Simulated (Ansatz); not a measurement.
## One crystal, many levels of theory: WSe2 (P6_3/mmc)

Aim: the gap of WSe2 (P6_3/mmc) at several levels of theory on one structure, with the time that each takes.

Program: Ansatz 0.2.0. Level of theory: density functionals, hybrids and G0W0, plane waves, PAW. Results are calculated unless marked as measured.

The database entry behind the starting cell differs from later determinations by our own check (a about 0.2 % long), so it need not match the best structure at ambient conditions.

## 1. Set-up

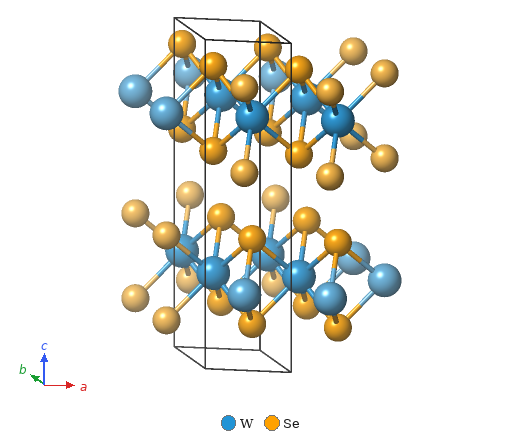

The starting structure, seen slightly off an axis (tungsten blue, selenium orange). 2×2×1 cells are drawn. Some periodic images of atoms are drawn too.

The cell and positions come from the Crystallography Open Database and are kept as given unless a step says otherwise. Spin-orbit coupling is left out unless a step names it. The default PAW set here is soft_2. Its files were made with PBE.

## 2. LDA on the 12×12×2 mesh

This step: DFT, LDA, plane waves, PAW.

The input, input.yaml:

```yaml
crystal:
  lattice:
    - [3.29, 0.0, 0.0]
    - [-1.645, 2.8492235785, 0.0]
    - [0.0, 0.0, 12.97]
  atoms:
    - { symbol: W, position: [0.3333333333, 0.6666666667, 0.25] }
    - { symbol: W, position: [0.6666666667, 0.3333333333, 0.75] }
    - { symbol: Se, position: [0.3333333333, 0.6666666667, 0.621] }
    - { symbol: Se, position: [0.6666666667, 0.3333333333, 0.121] }
    - { symbol: Se, position: [0.3333333333, 0.6666666667, 0.879] }
    - { symbol: Se, position: [0.6666666667, 0.3333333333, 0.379] }
kpoints:
  mp_grid: { grid: [12, 12, 2] }
  band_path:
    path:
      - [0.0, 0.0, 0.0]
      - [0.5, 0.0, 0.0]
      - [0.33333333, 0.33333333, 0.0]
      - [0.0, 0.0, 0.5]
      - [0.5, 0.0, 0.5]
      - [0.33333333, 0.33333333, 0.5]
      - [0.1666666667, 0.1666666667, 0.0]
    npoints: 1
hamiltonian:
  xc: lda
scf:
  occupations: { method: fixed }
  n_extra_bands: 6
output:
  eigenvalues: true
  forces: true
  stress: true
  write_density: true
  write_potential: true
  elf: true
  volumetric_format: npy
```

Launch:

```
$ ansatz run input.yaml --threads 3 --pin off --max-ram 92160MiB --backend cuda --events-out ev --progress --plain --runs-dir out --devices 1 --max-vram 13GiB  # rebuilt from the run's record
```

Numbers of over 12 decimals in the logs are rounded to 6 here.

What it wrote:

```text
scf.n_extra_bands = 6 over 46 filled bands (N_el = 92.0): the run solves 52 bands
GPUs: using 1 of 1 available (devices: 1).
Engine: ansatz 0.2.0, x86_64-unknown-linux-gnu
Pseudopotentials: kind: paw
Pseudopotential: W, paw, valence charge 14, recommended cutoff 420 eV (normal), W.paw.azcp
Pseudopotential: Se, paw, valence charge 16, recommended cutoff 420 eV (normal), Se.paw.azcp
Functional definition: SPW92
  exchange = slater_x
  correlation = pw_c
device memory: the entry about to start is reckoned to put 4.0 GiB on a device that reports 44.5 GiB free (of which the cap on the GPU budget leaves the run 13.0 GiB)
GPU FFT provider: cuFFT
GPU libraries: cuBLAS 13.8.2, cuFFT 12.4.0, cuSOLVER 12.3.4
Crystal: 6 atoms, lattice volume = 121.580 Å³
Basis set: ecut = 420 eV, 2419 PW (Γ)
Bands: 52, of which v1, the nominal top of the filled ones, is band 46 counted from 1 (45 counted from 0)
Symmetry: 24 space group operations
Space group: P63/mmc (ITA 194), of the structure as read, at distance tolerance 5.0e-5 Å
k-points: 38 of 288
Non-local potential: W, projectors of the file, l = 0: 3, l = 1: 2, l = 2: 2, l = 3: 1
Non-local potential: Se, projectors of the file, l = 0: 2, l = 1: 2, l = 2: 3, l = 3: 1
PAW form: soft (Blöchl's): semilocal exchange-correlation on the pseudo side does not see the compensation charge
PAW frozen core: W, regenerated for the run's functional, and the local potential with it (the file was generated under x = pbe(κ = 0.804, μ = 0.219515), c = pbe(β = 0.066725))
PAW frozen core: Se, regenerated for the run's functional, and the local potential with it (the file was generated under x = pbe(κ = 0.804, μ = 0.219515), c = pbe(β = 0.066725))
PAW one-centre angular grid: W, 590 points (default); XC on 64 Gauss nodes
PAW one-centre angular grid: Se, 590 points (default); XC on 64 Gauss nodes
Initial density: superposition of atomic densities (neutral atoms: chi_scale 0, normalization atom), corrected by the library's trained network
Initial wavefunctions: pseudopotential atomic-orbital guess
GPU buffer pool allocated for 51840 grid points (all kernels)
GPU transforms: local potential and band sums: pruned to the plane-wave sphere, on 24×24×90
Functional: x = slater, c = lda
SCF iter   1: F=—  HF=-41796.326510 eV  |F-HF|=—  |Δ(HF+E_count)|=         —  Δρ=6.30e-3  dr2=2.66e-2  ethr=1.77e-3  ⟨swp⟩=4.9  Hψ=6224  notcnv=0  defer=123
preconditioner: auto → Resta (q_TF=auto, 2.604 Å⁻¹)  ε∞=7.5  [insulator: Δε(μ)=0.923 eV  Ē_g=7.919 eV  n_scr=40 (ndim 8)  ℏωp=20.2 eV  f_vac=0.044  ε∞_Penn≈7.5]
SCF iter   2: F=—  HF=-41796.325599 eV  |F-HF|=—  |Δ(HF+E_count)|=   9.11e-4  Δρ=3.56e-3  dr2=5.68e-3  ethr=2.89e-5  ⟨swp⟩=2.1  Hψ=2981  notcnv=0  defer=150
SCF iter   3: F=—  HF=-41796.326156 eV  |F-HF|=—  |Δ(HF+E_count)|=   5.57e-4  Δρ=1.38e-3  dr2=1.20e-3  ethr=6.17e-6  ⟨swp⟩=2.1  Hψ=2528  notcnv=0  defer=150
SCF iter   4: F=—  HF=-41796.326305 eV  |F-HF|=—  |Δ(HF+E_count)|=   1.50e-4  Δρ=1.51e-4  dr2=5.58e-5  ethr=1.30e-6  ⟨swp⟩=2.9  Hψ=3635  notcnv=0  defer=150
SCF iter   5: F=—  HF=-41796.326318 eV  |F-HF|=—  |Δ(HF+E_count)|=   1.26e-5  Δρ=4.41e-5  dr2=3.94e-6  ethr=6.07e-8  ⟨swp⟩=2.0  Hψ=3629  notcnv=0  defer=20
SCF iter   6: F=—  HF=-41796.326314 eV  |F-HF|=—  |Δ(HF+E_count)|=   4.15e-6  Δρ=2.66e-5  dr2=1.17e-6  ethr=4.28e-9  ⟨swp⟩=2.0  Hψ=3629  notcnv=0  defer=20
SCF iter   7: F=-41796.326314 eV  HF=-41796.326314 eV  |F-HF|=5.57e-9  |Δ(HF+E_count)|=   1.00e-7  Δρ=5.40e-6  dr2=5.99e-8  ethr=1.09e-10  ⟨swp⟩=10.4  Hψ=16625  notcnv=0
SCF 1 converged in 7 iterations: F = -41796.326314 eV  dr2 = 5.99e-8
[...]
device memory: the entry about to start is reckoned to put 2.3 GiB on a device that reports 44.5 GiB free (of which the cap on the GPU budget leaves the run 13.0 GiB)
NSCF: frozen V_eff on 7 k-points
SCF converged after 7 iterations
Free energy (F): -41796.326314 eV
Harris-Foulkes:  -41796.326314 eV  (|F-HF|=5.57e-9)
Internal energy: -41796.326314 eV  (E = F + TS)
E sigma→0 (E₀):  -41796.326314 eV
Fermi energy:    12.621870 eV
--- Per-component energies (eV) ---
  E_band       = -1718.252459
  E_kinetic    = 1381.834546
  E_local      = -11477.332053  (includes V_loc(G=0)·N_el)
  E_nonlocal   = -2341.424266
  E_hartree    = 5501.263372
  E_xc         = -946.827428
  E_vxc        = -874.964637  (∫ρ·V_xc dr)
  E_paw        = -23928.428257  (= ΣΔE_a)
  E_vpaw       = 591.098472  (= ΣTr[D̂ρ^β])
  E_aug_tail   = -0.002526  (compensation charges beyond the density's cutoff)
  E_ewald      = -9994.845457
  E_core_change = 9.435755  (= ΣΔE_core)
  E_smearing   = -0.000000  (= −TS)
  E_closure    = -0.000000  (closes the sum)
  Σ components = -41796.326314   (vs F -41796.326314, Δ=0.00e0)
--- Forces (eV/Å), atoms counted from 1 ---
  atom   1  W     -0.00000000    -0.00000000     0.00000000
  atom   2  W      0.00000000     0.00000000     0.00000000
  atom   3  Se    -0.00000000    -0.00000000     0.35495818
  atom   4  Se    -0.00000000     0.00000000     0.35495818
  atom   5  Se     0.00000000    -0.00000000    -0.35495818
  atom   6  Se    -0.00000000     0.00000000    -0.35495818
  max |Σ_I F_I| component: 4.63e-18 eV/Å
--- Stress (GPa, compression-positive) ---
       -4.121806      -0.000000       0.000000
        0.000000      -4.121806       0.000000
        0.000000       0.000000      -3.714643
  P = ⅓ Tr σ = -3.9861 GPa (-39.861 kbar)
--- Band table (eV; the first three rows and the last of 38) ---
  k-point 0: bands = [... 42 lower, 11.1246, 11.4955, 11.5985, 12.6219, 15.2498, 15.2498, 15.3008, 15.3008, ... 2 higher]
  k-point 1: bands = [... 42 lower, 11.0972, 11.0972, 12.4120, 12.4120, 15.2556, 15.2556, 15.2556, 15.2556, ... 2 higher]
  k-point 2: bands = [... 42 lower, 11.0674, 11.5228, 11.7896, 12.4492, 14.9970, 15.0398, 15.0880, 15.1727, ... 2 higher]
  k-point 37: bands = [... 42 lower, 9.9111, 9.9111, 12.2658, 12.2658, 13.9209, 13.9209, 14.9976, 14.9976, ... 2 higher]
```

Run time: 3.4 s. Hardware: 1 × NVIDIA H100 80GB HBM3 (shared by 6 runs) with 3 threads of AMD EPYC 7R13 (Zen 3), shared host; peak memory 1 GiB.

In the SCF lines HF is the Harris–Foulkes energy and dr2 the Hartree energy of the density residual, in eV; the loop may stop once dr2 is under the threshold and the program's other checks hold. Hψ counts applications of the Hamiltonian.

This step gave:

* pressure: -3.986 GPa
* gap: 0.9204 eV
* valence top at: Γ
* conduction bottom at: k = (0.167, 0.167, 0.000)
* least direct gap: 1.510 eV

Over mesh and listed points the gap is 0.920 eV, from k = Γ to k = (0.167, 0.167, 0.000). The least direct gap found is 1.510 eV, at k = (0.333, 0.333, 0.000).

## 3. PBEsol on the 12×12×2 mesh

This step: DFT, PBEsol, plane waves, PAW.

Edit input.yaml of step 2 so:

```diff
@@ -25,3 +25,3 @@
 hamiltonian:
-  xc: lda
+  xc: pbesol
 scf:
@@ -33,5 +33 @@
   stress: true
-  write_density: true
-  write_potential: true
-  elf: true
-  volumetric_format: npy
```

What it wrote:

```text
[...]
GPUs: using 1 of 1 available (devices: 1).
[...]
GPU FFT provider: cuFFT
GPU libraries: cuBLAS 13.8.2, cuFFT 12.4.0, cuSOLVER 12.3.4
Crystal: 6 atoms, lattice volume = 121.580 Å³
Basis set: ecut = 420 eV, 2419 PW (Γ), exchange–correlation on 48×48×180 points (8 copies of the dense FFT grid, shifted against one another)
Bands: 52, of which v1, the nominal top of the filled ones, is band 46 counted from 1 (45 counted from 0)
Symmetry: 24 space group operations
[...]
k-points: 38 of 288
[...]
GPU buffer pool allocated for 51840 grid points (all kernels)
[...]
SCF iter   1: F=—  HF=-42213.516938 eV  |F-HF|=—  |Δ(HF+E_count)|=         —  Δρ=4.85e-3  dr2=1.60e-2  ethr=1.77e-3  ⟨swp⟩=4.9  Hψ=6231  notcnv=0  defer=127
[...]
atom   2  W     -0.00000000     0.00000000     0.00000000
  atom   3  Se    -0.00000000    -0.00000000     0.12989415
  atom   4  Se    -0.00000000     0.00000000     0.12989415
  atom   5  Se     0.00000000    -0.00000000    -0.12989415
  atom   6  Se     0.00000000     0.00000000    -0.12989415
  max |Σ_I F_I| component: 5.78e-18 eV/Å
--- Stress (GPa, compression-positive) ---
       -1.606369       0.000000       0.000000
        0.000000      -1.606369       0.000000
        0.000000       0.000000      -0.521962
  P = ⅓ Tr σ = -1.2449 GPa (-12.449 kbar)
--- Band table (eV; the first three rows and the last of 38) ---
  k-point 0: bands = [... 42 lower, 11.3149, 11.6845, 11.7654, 12.8121, 15.4517, 15.4517, 15.5020, 15.5020, ... 2 higher]
  k-point 1: bands = [... 42 lower, 11.2874, 11.2874, 12.5975, 12.5975, 15.4578, 15.4578, 15.4578, 15.4578, ... 2 higher]
  k-point 2: bands = [... 42 lower, 11.2518, 11.7110, 11.9582, 12.6390, 15.2127, 15.2442, 15.2921, 15.3807, ... 2 higher]
  k-point 37: bands = [... 42 lower, 10.0902, 10.0902, 12.4611, 12.4611, 14.1248, 14.1248, 15.2027, 15.2027, ... 2 higher]
[key lines of the parts left out:]
SCF converged after 7 iterations
Free energy (F): -42213.522954 eV
Fermi energy:    12.812091 eV
```

Elapsed: 4.6 s, on 1 × NVIDIA H100 80GB HBM3 (shared by 6 runs) with 3 threads; peak memory 0.96 GiB.

Numbers from this step:

* pressure: -1.245 GPa
* gap: 0.9387 eV
* valence top at: Γ
* conduction bottom at: k = (0.167, 0.167, 0.000)
* least direct gap: 1.518 eV

Over mesh and listed points the gap is 0.939 eV, from k = Γ to k = (0.167, 0.167, 0.000). The least direct gap found is 1.518 eV, at k = (0.333, 0.333, 0.000). PBEsol against LDA: 0.939 − 0.920 = +0.019 eV, with the same mesh, files and cutoff, and both edges at the same k points.

## 4. PBE on the 12×12×2 mesh

Levels along a band path and on the mesh show where this functional puts the band edges.

This step: DFT, PBE, plane waves, PAW.

Edit input.yaml of step 3 so:

```diff
@@ -16,14 +16,10 @@
     path:
-      - [0.0, 0.0, 0.0]
-      - [0.5, 0.0, 0.0]
-      - [0.33333333, 0.33333333, 0.0]
-      - [0.0, 0.0, 0.5]
-      - [0.5, 0.0, 0.5]
-      - [0.33333333, 0.33333333, 0.5]
-      - [0.1666666667, 0.1666666667, 0.0]
-    npoints: 1
+      - [[0.0, 0.0, 0.0], [0.5, 0.0, 0.0], [0.33333333, 0.33333333, 0.0], [0.0, 0.0, 0.0], [0.0, 0.0, 0.5], [0.5, 0.0, 0.5], [0.33333333, 0.33333333, 0.5], [0.0, 0.0, 0.5]]
+      - [[0.5, 0.0, 0.5], [0.5, 0.0, 0.0]]
+      - [[0.33333333, 0.33333333, 0.5], [0.33333333, 0.33333333, 0.0]]
+    npoints: 10
 hamiltonian:
-  xc: pbesol
+  xc: pbe
 scf:
-  occupations: { method: fixed }
+  occupations: { method: fermi_dirac, width: 0.02 }
   n_extra_bands: 6
@@ -33 +29,5 @@
   stress: true
+  write_density: true
+  write_potential: true
+  elf: true
+  volumetric_format: npy
```

What it wrote:

```text
[...]
GPUs: using 1 of 1 available (devices: 1).
[...]
GPU FFT provider: cuFFT
GPU libraries: cuBLAS 13.8.2, cuFFT 12.4.0, cuSOLVER 12.3.4
Crystal: 6 atoms, lattice volume = 121.580 Å³
Basis set: ecut = 420 eV, 2419 PW (Γ), exchange–correlation on 48×48×180 points (8 copies of the dense FFT grid, shifted against one another)
[...]
k-point 0: bands = [... 42 lower, 11.4570, 11.8529, 11.8903, 12.9575, 15.5965, 15.5965, 15.6470, 15.6470, ... 2 higher]
  k-point 1: bands = [... 42 lower, 11.4294, 11.4294, 12.7410, 12.7410, 15.6020, 15.6020, 15.6020, 15.6020, ... 2 higher]
  k-point 2: bands = [... 42 lower, 11.3931, 11.8773, 12.0810, 12.7852, 15.3666, 15.4010, 15.4479, 15.5227, ... 2 higher]
  k-point 37: bands = [... 42 lower, 10.2229, 10.2229, 12.6170, 12.6170, 14.2840, 14.2840, 15.3886, 15.3886, ... 2 higher]
[key lines of the parts left out:]
SCF converged after 6 iterations
Free energy (F): -42649.209014 eV
Fermi energy:    13.426762 eV
P = ⅓ Tr σ = 3.7105 GPa (37.105 kbar)
```

Wall time 9.3 s (1 × NVIDIA H100 80GB HBM3 (shared by 6 runs) with 3 threads); peak memory 1 GiB.

This step gave:

- pressure: 3.710 GPa
- gap: 0.9743 eV
- valence top at: Γ
- conduction bottom at: k = (0.167, 0.167, 0.000)
- least direct gap: 1.527 eV

Over mesh and path the gap is 0.974 eV, from k = Γ to k = (0.167, 0.167, 0.000). The least direct gap found is 1.527 eV, at k = (0.333, 0.333, 0.000). PBE against PBEsol: 0.974 − 0.939 = +0.035 eV, with the same mesh, files and cutoff, and both edges at the same k points.

## 5. PBE+SOC on the 12×12×2 mesh

This run has two-component orbitals with spin-orbit coupling.

This step: DFT, PBE with spin-orbit coupling, plane waves, PAW.

input.yaml, the sections that differ from step 4:

```yaml
kpoints:
  mp_grid: { grid: [12, 12, 2] }
  band_path:
    path:
      - [0.0, 0.0, 0.0]
      - [0.5, 0.0, 0.0]
      - [0.33333333, 0.33333333, 0.0]
      - [0.0, 0.0, 0.5]
      - [0.5, 0.0, 0.5]
      - [0.33333333, 0.33333333, 0.5]
      - [0.1666666667, 0.1666666667, 0.0]
    npoints: 1
scf:
  occupations: { method: fermi_dirac, width: 0.02 }
  n_extra_bands: 12
magnetization:
  noncollinear: true
  spin_orbit: true
output:
  eigenvalues: true
  forces: true
  stress: true
# crystal, hamiltonian: as in step 4
```

What it wrote:

```text
[...]
GPUs: using 1 of 1 available (devices: 1).
[...]
non-collinear run that drives no moment, with spin-orbit: no starting moment large enough to seed its density (crystal.atoms[].spin), no starting occupations that ask for one, no magnetisation constraint and no magnetic field, so the semilocal B_xc is pinned to zero
[...]
k-point 1: bands = [... 88 lower, 12.7978, 12.7978, 12.7978, 12.7978, 15.4462, 15.4462, 15.4462, 15.4462, ... 8 higher]
  k-point 2: bands = [... 88 lower, 12.1066, 12.1066, 12.8431, 12.8431, 15.3003, 15.3003, 15.3779, 15.3779, ... 8 higher]
  k-point 37: bands = [... 88 lower, 12.4064, 12.4064, 12.8564, 12.8564, 14.2406, 14.2406, 14.2808, 14.2808, ... 8 higher]
[key lines of the parts left out:]
SCF converged after 9 iterations
Magnetization: |M| = 0.0000 μB,  M = (+0.0000, +0.0000, +0.0000) μB
Free energy (F): -42699.066695 eV
Fermi energy:    13.457942 eV
P = ⅓ Tr σ = 3.7148 GPa (37.148 kbar)
```

The job ended after 8.2 s (1 × NVIDIA H100 80GB HBM3 (shared by 6 runs) with 3 threads; peak memory 1.1 GiB).

This step gave:

- pressure: 3.715 GPa
- gap: 0.9048 eV
- valence top at: Γ
- conduction bottom at: k = (0.167, 0.167, 0.000)
- least direct gap: 1.313 eV

Over mesh and listed points the gap is 0.905 eV, from k = Γ to k = (0.167, 0.167, 0.000). The least direct gap found is 1.313 eV, at k = (0.333, 0.333, 0.000). PBE+SOC against PBE: 0.905 − 0.974 = −0.069 eV, with the same mesh, set of files (read in its fully relativistic form for the spin-orbit run) and cutoff, and both edges at the same k points. The spin-orbit run sees mesh and listed points alone, so its gap is an upper bound: the coupling can move an edge off these points, and the change over the zone, its sign included where it is small, is not known.

## 6. r2SCAN on the 12×12×2 mesh

r2SCAN is a meta-GGA: it depends on the kinetic-energy density as well as on the density and its gradient.

This step: DFT, r2SCAN, plane waves, PAW.

Edit input.yaml of step 5 so:

```diff
@@ -25,9 +25,6 @@
 hamiltonian:
-  xc: pbe
+  xc: r2scan
 scf:
-  occupations: { method: fermi_dirac, width: 0.02 }
-  n_extra_bands: 12
-magnetization:
-  noncollinear: true
-  spin_orbit: true
+  occupations: { method: fixed }
+  n_extra_bands: 6
 output:
```

What it wrote:

```text
[...]
GPUs: using 1 of 1 available (devices: 1).
[...]
GPU FFT provider: cuFFT
GPU libraries: cuBLAS 13.8.2, cuFFT 12.4.0, cuSOLVER 12.3.4
Crystal: 6 atoms, lattice volume = 121.580 Å³
Basis set: ecut = 500 eV, 3053 PW (Γ), exchange–correlation on 96×96×384 points (64 copies of the dense FFT grid, shifted against one another)
[...]
k-point 0: bands = [... 42 lower, 11.1738, 11.5945, 11.6628, 12.7919, 15.5552, 15.5552, 15.6072, 15.6072, ... 2 higher]
  k-point 1: bands = [... 42 lower, 11.1447, 11.1447, 12.5507, 12.5507, 15.5583, 15.5583, 15.5583, 15.5583, ... 2 higher]
  k-point 2: bands = [... 42 lower, 11.1057, 11.6831, 11.7934, 12.6123, 15.3383, 15.3910, 15.4341, 15.4644, ... 2 higher]
  k-point 37: bands = [... 42 lower, 9.8808, 9.8808, 12.4224, 12.4224, 14.2038, 14.2038, 15.3825, 15.3825, ... 2 higher]
[key lines of the parts left out:]
SCF converged after 8 iterations
Free energy (F): -42710.723478 eV
Fermi energy:    12.791871 eV
P = ⅓ Tr σ = 1.6869 GPa (16.869 kbar)
```

The job ended after 7.5 s (1 × NVIDIA H100 80GB HBM3 (shared by 6 runs) with 3 threads; peak memory 1.1 GiB).

This step gave:

- pressure: 1.687 GPa
- gap: 1.095 eV
- valence top at: Γ
- conduction bottom at: k = (0.167, 0.167, 0.000)
- least direct gap: 1.645 eV

Over mesh and listed points the gap is 1.095 eV, from k = Γ to k = (0.167, 0.167, 0.000). The least direct gap found is 1.645 eV, at k = (0.333, 0.333, 0.000). r2SCAN against PBE: 1.095 − 0.974 = +0.121 eV. The runs also differ in plane-wave cutoff (420 eV and 500 eV), so how much of this comes from the functional alone is not known.

[end of part 1 of 3]

[Paths, hosts, dates, memory and timing lines, banners, echoed tables and standing remarks are left out of the program output.]

[Logs are printed without paths, hosts, clocks, repeated set-up lines and the standing remarks that a program may print on its own settings, such as how far it seeks lower states.]

[Runs of the session that timed out or met a known fault of the program may be left out.]

[Cells called generated may have been cut or substituted from an entry of the Crystallography Open Database or the Materials Project.]

[Hosts, paths, dates, database ids (printed as entryN), source tags and the programs' standing remarks are cut or masked in the printed files.]

[Where an RPA ε∞ is given, it is that of the G0W0 mesh and is not shown converged in it. Names of k-points follow the symmetry that the program found, which can be lower than the space group named. Band edges on a path are those of the sampled points; other points can move an edge, and change direct to indirect where valleys lie close.]

[Hybrid gaps are those of their k-mesh and are not shown converged in it.]
